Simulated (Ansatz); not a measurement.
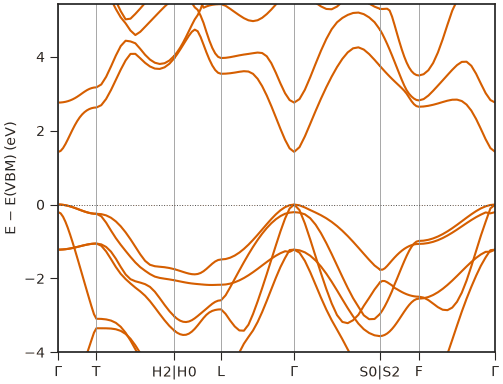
Figure. Band structure from the program Ansatz at the PBEsol level (PAW)

Q: Read off the gap and where the band edges lie.

A: About 1.4 eV (1.42 eV by a search for the band edges); maximum at Γ, minimum at Γ.

The material is Zn₂SeS in space group R3m (No. 160; Zn on 3a, Zn on 3a, Se on 3a, S on 3a).

The first step of the workflow began from a Materials Project structure, measured or hypothetical; the Crystallography Open Database copy checked does not list it. Whether it is the stable phase at ambient conditions was not checked. The cell was relaxed with PBEsol under the symmetry of its start; of distortions, only those at the zone centre were tested. Scalar-relativistic: spin–orbit coupling is off unless named, which matters more the heavier the elements.

Potentials: the later of the program's two PAW sets.
